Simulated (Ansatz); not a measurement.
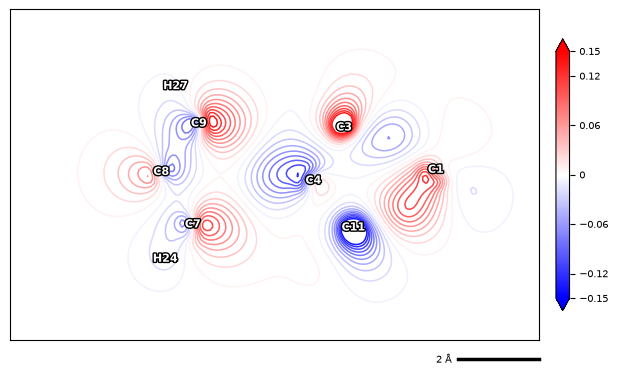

C$_{12}$H$_{22}$. The HOMO−1 on the plane of atoms C7, C8 and C9 (values in Å⁻³ᐟ²; the overall sign is arbitrary).

Geometry: PBE0-D4/def2-TZVP.

Theory: RKS PBE0-D4/def2-TZVPP (Ansatz).

| atom | x (Å) | y (Å) | z (Å) |
| --- | --- | --- | --- |
| C | -0.2240 | 0.8841 | 3.3808 |
| C | -0.8650 | -0.3732 | 2.7825 |
| C | -0.1190 | -0.8118 | 1.5326 |
| C | -0.2796 | 0.2133 | 0.4019 |
| C | 0.8235 | 0.0861 | -0.6630 |
| C | 0.5206 | 0.8966 | -1.9280 |
| C | -0.6027 | 0.2949 | -2.7645 |
| C | -0.3167 | -1.1559 | -3.1244 |
| C | -0.0141 | -1.9812 | -1.8817 |
| C | 1.1189 | -1.3582 | -1.0773 |
| C | -0.3387 | 1.6396 | 0.9886 |
| C | 0.4319 | 1.7420 | 2.2958 |
| H | 0.5240 | 0.6026 | 4.1284 |
| H | -0.9822 | 1.4688 | 3.9107 |
| H | -0.8889 | -1.1771 | 3.5228 |
| H | -1.9093 | -0.1732 | 2.5172 |
| H | -0.4680 | -1.7933 | 1.2015 |
| H | 0.9440 | -0.9337 | 1.7766 |
| H | -1.2448 | 0.0127 | -0.0765 |
| H | 1.7394 | 0.4931 | -0.2116 |
| H | 1.4312 | 0.9326 | -2.5384 |
| H | 0.2828 | 1.9345 | -1.6799 |
| H | -1.5485 | 0.3512 | -2.2134 |
| H | -0.7452 | 0.8896 | -3.6720 |
| H | 0.5508 | -1.1943 | -3.7957 |
| H | -1.1576 | -1.5857 | -3.6772 |
| H | 0.2466 | -3.0064 | -2.1615 |
| H | -0.9162 | -2.0522 | -1.2620 |
| H | 1.3510 | -1.9725 | -0.2044 |
| H | 2.0246 | -1.3562 | -1.6965 |
| H | -1.3800 | 1.9267 | 1.1702 |
| H | 0.0478 | 2.3625 | 0.2666 |
| H | 0.5002 | 2.7829 | 2.6228 |
| H | 1.4629 | 1.4111 | 2.1288 |

### What is the character of this orbital?

No atom holds more than about 15 % of it (Hirshfeld); by element the shares are C 65 % and H 35 %. Its energy is −7.91 eV.
